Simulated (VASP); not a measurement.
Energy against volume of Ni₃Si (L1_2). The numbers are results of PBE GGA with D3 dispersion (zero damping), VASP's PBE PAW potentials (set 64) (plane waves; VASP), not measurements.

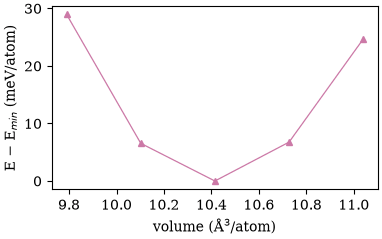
Energy against volume

Problem. Estimate the equilibrium volume and the bulk modulus.

Solution. The minimum lies near 10.4 Å³/atom, and the curvature gives B0 of about 230 GPa.

Measured: a 3.510 Å (computed value off by -1.3 %), as given by Metallic Nickel Silicides: Experiments and Theory for NiSi and First Principles Calculations for Other Phases, …. The calculation is for a static lattice, while the measured a holds thermal and zero-point effects, which are part of the difference.

The compound is Ni3Si in the L1_2 structure. It was relaxed first. The run is not spin-polarised, so no magnetic state was tried.
